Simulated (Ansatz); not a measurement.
**One shape, several levels: GeHF (SMILES [F][GeH])**

We compute a comparison of 6 runs (UHF/STO-3G, B2PLYP/STO-3G, UPBE0/STO-3G, revPBE/STO-3G, CCSDTQ/STO-3G, CCSD(T)/STO-3G) of GeHF. 

The calculation is run with Ansatz 0.2.0.

60 further runs of the same task are left out: 17 that didn't finish, 43 set aside as unsound or not needed.

## 1. Starting point

GeHF has 3 atoms, charge 0, and is taken as a singlet. SMILES: `[F][GeH]`. The Ge2–F1 distance was set to 2.635 Å, away from the relaxed value. At this shape a bond of the SMILES string is far longer than usual.

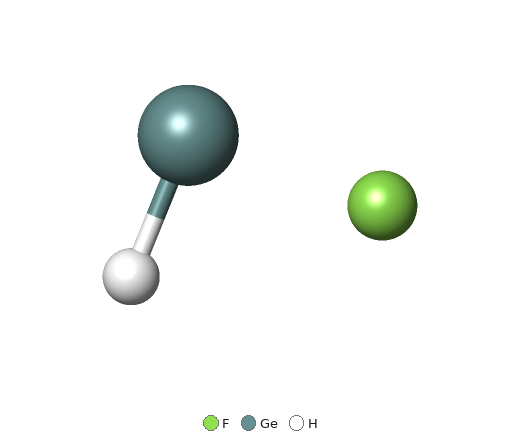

Viewed from a chosen angle; fluorine green, germanium teal, hydrogen white.

## 2. The energy at UHF/STO-3G (run 1)

Contents of run.yaml:

```yaml
crystal:
  periodic: [false, false, false]
  atoms:
    - {symbol: F, position_ang: [1.337130, 1.421318, 0.872368]}
    - {symbol: Ge, position_ang: [-0.657900, 0.195200, -0.335600]}
    - {symbol: H, position_ang: [-0.025200, -1.272700, -0.147400]}
basis:
  gaussian:
    orbitals: STO-3G
magnetization:
  spin_polarized: true
hamiltonian:
  xc: hf
accuracy: high
```

The run is started by

```console
$ ansatz run run.yaml --threads 1 --pin off --max-ram 2610MiB --events-out events.jsonl --progress --plain --runs-dir runs
```

Log:

```text
Warning: RAYON_NUM_THREADS=1 ignored (pool sized by the plan → 1); use --threads N
Functional definition: HF
  name "HF"
  exchange = exact_x
  correlation = 0
300 factors; integrals over basis functions are off by at most 1.9e-8 eV
mean field evaluation 1: about -58502.3612 eV, gradient 1.1e1 eV
mean field evaluation 2: about -58502.3856 eV, gradient 1.0e1 eV
mean field evaluation 4: about -58507.0219 eV, gradient 2.9e0 eV
mean field evaluation 8: about -58507.5313 eV, gradient 2.7e-4 eV
mean field evaluation 16: about -58507.5317 eV, gradient 3.7e-1 eV
mean field evaluation 32: about -58497.1948 eV, gradient 3.7e1 eV
mean field evaluation 64: about -58510.1684 eV, gradient 2.2e-1 eV
mean field evaluation 96: about -58510.2259 eV, gradient 3.9e-1 eV
mean field evaluation 128: about -58510.2652 eV, gradient 3.1e-2 eV
mean field evaluation 160: about -58510.2513 eV, gradient 1.7e-1 eV
mean field evaluation 192: about -58510.1574 eV, gradient 2.3e-1 eV
mean field evaluation 224: about -58510.3014 eV, gradient 1.2e-2 eV
mean field evaluation 256: about -58503.8795 eV, gradient 9.4e-1 eV
mean field evaluation 288: about -58510.1431 eV, gradient 4.7e-1 eV
mean field -58510.29176352 eV, -2150.2135626091 hartree, gradient 1.8e-8 eV, S^2 0.904449; 10 other end points of the search recorded, 0 dependent functions left out
reference -58510.29176352 eV, -2150.2135626091 hartree; 21, 21 occupied and 3, 3 virtual orbitals, 300 factors
Total energy: -58510.29176352 eV, -2150.2135626091 hartree
```

Wall time 1.1 s (1 thread of Arm Neoverse V1, shared host).

## 3. The energy at B2PLYP/STO-3G (run 2)

Contents of molecule.yaml:

```yaml
crystal:
  periodic: [false, false, false]
  atoms:
    - symbol: F
      position_ang: [1.337130, 1.421318, 0.872368]
    - symbol: Ge
      position_ang: [-0.657900, 0.195200, -0.335600]
    - symbol: H
      position_ang: [-0.025200, -1.272700, -0.147400]
basis:
  gaussian: {orbitals: STO-3G}
total_charge: 0
hamiltonian: {xc: {name: B2PLYP}}
correlation: {frozen_orbitals: {F: 1, Ge: 9, H: 0}}
accuracy: high
```

The run is started by

```console
$ ansatz run molecule.yaml --threads 1 --pin off --max-ram 2610MiB --events-out events.jsonl --progress --plain --runs-dir runs
```

Log:

```text
Warning: RAYON_NUM_THREADS=1 ignored (pool sized by the plan → 1); use --threads N
Functional definition: B2PLYP
  name "B2PLYP"
  parameter a = 0.53
  parameter c = 0.27
  exchange = (1 - a)*b88_x + a*exact_x
  correlation = (1 - c)*lyp_c + c*(mp2_os + mp2_ss)
300 factors; integrals over basis functions are off by at most 1.9e-8 eV
mean field evaluation 1: about -58534.5928 eV, gradient 1.8e1 eV
mean field evaluation 2: about -58534.6010 eV, gradient 1.8e1 eV
mean field evaluation 4: about -58441.7189 eV, gradient 9.9e1 eV
mean field evaluation 8: about -58540.6999 eV, gradient 3.9e0 eV
mean field evaluation 16: about -58540.7967 eV, gradient 7.6e-3 eV
mean field -58540.79671680 eV, -2151.3345989653 hartree, gradient 3.7e-8 eV, S^2 0.000000; 0 other end points of the search recorded, 0 dependent functions left out; unrestricted orbitals would lower it
10 core orbitals not correlated: weight in the atoms' cores, before any rotation towards them, 1.000 or more for the frozen orbitals, at most 0.000 for the correlated occupied ones
reference -58540.79673139 eV, -2151.3345995012 hartree; 11, 11 occupied and 3, 3 virtual orbitals, 300 factors
second order -4.08651352 eV of doubles, -0.00000000 eV of singles
Total energy: -58541.90009004 eV, -2151.3751471837 hartree
```

Run time: 1.5 s. Hardware: 1 thread of Arm Neoverse V1, shared host; peak memory 0.09 GiB.

Run 3 isn't shown in full; the table further down has it.

## 4. The energy at revPBE/STO-3G (run 4)

run.yaml, as its differences from that of step 2:

```diff
@@ -7,8 +7,4 @@
 basis:
-  gaussian:
-    orbitals: STO-3G
-magnetization:
-  spin_polarized: true
-hamiltonian:
-  xc: hf
+  gaussian: {orbitals: STO-3G}
+hamiltonian: {xc: {name: revPBE}}
 accuracy: high
```

The run is started by

```console
$ ansatz run run.yaml --threads 1 --pin off --max-ram 2610MiB --events-out events.jsonl --progress --plain --runs-dir runs
```

Log:

```text
Warning: RAYON_NUM_THREADS=1 ignored (pool sized by the plan → 1); use --threads N
Functional definition: revPBE
  name "revPBE"
  parameter kappa = 1.245
  parameter beta = 0.06672455060314922
  exchange = pbe_x(kappa = kappa, mu = beta*pi^2/3)
  correlation = pbe_c(beta = beta)
300 factors; integrals over basis functions are off by at most 1.9e-8 eV
mean field evaluation 1: about -58315.1801 eV, gradient 1.9e2 eV
mean field evaluation 2: about -58219.4873 eV, gradient 3.0e1 eV
mean field evaluation 4: about -58166.1494 eV, gradient 2.1e2 eV
mean field evaluation 8: about -58547.6179 eV, gradient 1.8e1 eV
mean field evaluation 16: about -58548.4000 eV, gradient 5.7e-4 eV
mean field evaluation 32: about -58315.1801 eV, gradient 1.9e2 eV
mean field evaluation 64: about -58497.4840 eV, gradient 7.1e1 eV
mean field evaluation 96: about -58548.4000 eV, gradient 6.1e-2 eV
mean field evaluation 128: about -58504.6930 eV, gradient 5.0e1 eV
mean field evaluation 160: about -58548.3759 eV, gradient 1.9e0 eV
mean field -58548.41044614 eV, -2151.6143983577 hartree, gradient 1.1e-8 eV, S^2 0.000000; 12 other end points of the search recorded, 0 dependent functions left out
reference -58548.41044793 eV, -2151.6143984235 hartree; 21, 21 occupied and 3, 3 virtual orbitals, 300 factors
Total energy: -58548.41044793 eV, -2151.6143984235 hartree
```

Wall time 6 s (1 thread of Arm Neoverse V1, shared host).

Run 5 isn't shown in full; the table further down has it.

## 5. A single-point energy at CCSD(T)/STO-3G (run 6)

run.yaml, as its differences from that of step 4:

```diff
@@ -8,3 +8,4 @@
   gaussian: {orbitals: STO-3G}
-hamiltonian: {xc: {name: revPBE}}
+correlation: {method: ccsd_t, frozen_orbitals: {F: 1, Ge: 9, H: 0}}
 accuracy: high
+scf: {omitted_lower_state_checks: [cluster_reference, increment]}
```

The run is started by

```console
$ ansatz run run.yaml --threads 1 --pin off --max-ram 2610MiB --events-out events.jsonl --progress --plain --runs-dir runs
```

Log:

```text
Warning: RAYON_NUM_THREADS=1 ignored (pool sized by the plan → 1); use --threads N
[... 4 set-up lines as earlier in the session ...]
these checks for a lower state are left out or cut short: cluster_reference, increment
300 factors; integrals over basis functions are off by at most 1.9e-8 eV
mean field evaluation 1: about -58502.3612 eV, gradient 1.5e1 eV
mean field evaluation 2: about -58502.3856 eV, gradient 1.5e1 eV
mean field evaluation 4: about -58507.0219 eV, gradient 4.1e0 eV
mean field evaluation 8: about -58507.5202 eV, gradient 2.2e-1 eV
mean field evaluation 16: about -58500.4656 eV, gradient 3.3e0 eV
mean field evaluation 32: about -58500.4876 eV, gradient 2.1e0 eV
mean field -58507.52063003 eV, -2150.1117253319 hartree, gradient 1.5e-8 eV, S^2 0.000000; 2 other end points of the search recorded, 0 dependent functions left out; unrestricted orbitals would lower it
10 core orbitals not correlated: weight in the atoms' cores, before any rotation towards them, 1.000 or more for the frozen orbitals, at most 0.000 for the correlated occupied ones
reference -58507.52063003 eV, -2150.1117253319 hartree; 11, 11 occupied and 3, 3 virtual orbitals, 300 factors
second order -2.52238052 eV of doubles, -0.00000000 eV of singles
cycle   1  -2.54271283 eV  change   -9.1e-1 eV  update   1.4e-1
cycle   2  -3.11330404 eV  change   -5.7e-1 eV  update   9.9e-2
cycle   3  -3.48247525 eV  change   -3.7e-1 eV  update   6.9e-2
cycle   4  -4.20791658 eV  change   -7.3e-1 eV  update   4.7e-2
cycle   5  -4.10727440 eV  change    1.0e-1 eV  update   1.0e-2
cycle   6  -4.16592787 eV  change   -5.9e-2 eV  update   8.3e-3
cycle   7  -4.21475748 eV  change   -4.9e-2 eV  update   4.0e-3
cycle   8  -4.19540856 eV  change    1.9e-2 eV  update   2.4e-3
cycle   9  -4.19387362 eV  change    1.5e-3 eV  update   6.3e-4
cycle  10  -4.19438176 eV  change   -5.1e-4 eV  update   3.8e-4
cycle  11  -4.19399000 eV  change    3.9e-4 eV  update   2.9e-4
cycle  12  -4.19441169 eV  change   -4.2e-4 eV  update   2.5e-4
cycle  13  -4.19448858 eV  change   -7.7e-5 eV  update   2.0e-4
cycle  14  -4.19448736 eV  change    1.2e-6 eV  update   1.4e-4
cycle  15  -4.19457862 eV  change   -9.1e-5 eV  update   7.5e-5
cycle  16  -4.19450920 eV  change    6.9e-5 eV  update   3.7e-5
cycle  17  -4.19446069 eV  change    4.9e-5 eV  update   1.7e-5
cycle  18  -4.19447750 eV  change   -1.7e-5 eV  update   7.6e-6
cycle  19  -4.19450191 eV  change   -2.4e-5 eV  update   3.9e-6
cycle  20  -4.19450224 eV  change   -3.3e-7 eV  update   1.4e-6
cycle  21  -4.19449775 eV  change    4.5e-6 eV  update   7.9e-7
cycle  22  -4.19449800 eV  change   -2.5e-7 eV  update   3.5e-7
cycle  23  -4.19449835 eV  change   -3.5e-7 eV  update   2.2e-7
cycle  24  -4.19449773 eV  change    6.2e-7 eV  update   1.2e-7
cycle  25  -4.19449847 eV  change   -7.5e-7 eV  update   8.5e-8
cycle  26  -4.19449796 eV  change    5.2e-7 eV  update   8.7e-8
cycle  27  -4.19449757 eV  change    3.8e-7 eV  update   5.0e-8
cycle  28  -4.19449748 eV  change    9.3e-8 eV  update   2.0e-8
cycle  29  -4.19449743 eV  change    5.0e-8 eV  update   1.2e-8
cycle  30  -4.19449742 eV  change    5.7e-9 eV  update   7.4e-9
cycle  31  -4.19449742 eV  change    4.4e-9 eV  update   5.4e-9
cycle  32  -4.19449742 eV  change    2.1e-9 eV  update   3.8e-9
cycle  33  -4.19449741 eV  change    2.8e-9 eV  update   3.0e-9
cycle  34  -4.19449742 eV  change   -1.7e-9 eV  update   2.1e-9
cycle  35  -4.19449742 eV  change   -1.7e-9 eV  update   1.3e-9
perturbative correction -0.03249004 eV, -0.0011939869 hartree
WARN: these amplitudes may be one of several solutions (largest doubles amplitude 0.53, level shift 6.66 eV)
Total energy: -58511.74761749 eV, -2150.2670642557 hartree
Checks for a lower state left out: cluster_reference, increment
```

Wall time 0.38 s (1 thread of Arm Neoverse V1, shared host).

## 6. Overview of the runs

```csv
run,level,frozen core orbitals,energy (Eh),wall time
1,UHF/STO-3G,–,-2150.213563,1.1 s
2,B2PLYP/STO-3G,10,-2151.375147,1.5 s
3,UPBE0/STO-3G,–,-2151.515462,6.9 s
4,revPBE/STO-3G,–,-2151.614398,6 s
5,CCSDTQ/STO-3G,10,-2150.269587,37 s
6,CCSD(T)/STO-3G,10,-2150.267064,0.38 s
```

## 7. Summary of results

```
                                           quantity           value
                                run 6: total energy  -2150.26706 Eh
run 6: correlation energy (10 core orbitals frozen)      -155.3 mEh
                              run 6: (T) correction       -1.19 mEh
                               run 6: T1 diagnostic           0.032
```

In words: Below the UHF energy at the same shape and in the same basis (STO-3G): CCSDTQ -56.0 mEh; CCSD(T) -53.5 mEh. Some of these start from another determinant than that one, so these aren't their correlation energies. Totals of different functionals can't be ranked against each other. In run 6 the T1 diagnostic is large, so a single reference may not serve. In runs 2, 5, 6 the log says that unrestricted orbitals would lower the reference, so the values rest on an unstable closed-shell determinant (other closed-shell runs at this shape may share the fault). In runs 1, 2, 3, 4, 5, 6 the basis is minimal, so the values are rough. Spin contamination of the reference: run 1 ⟨S²⟩ = 0.90, run 3 ⟨S²⟩ = 0.57. Where it is this large, the reference is a mixture of spin states, and values that rest on it are in doubt. All runs together took 53 s, the longest 37 s.
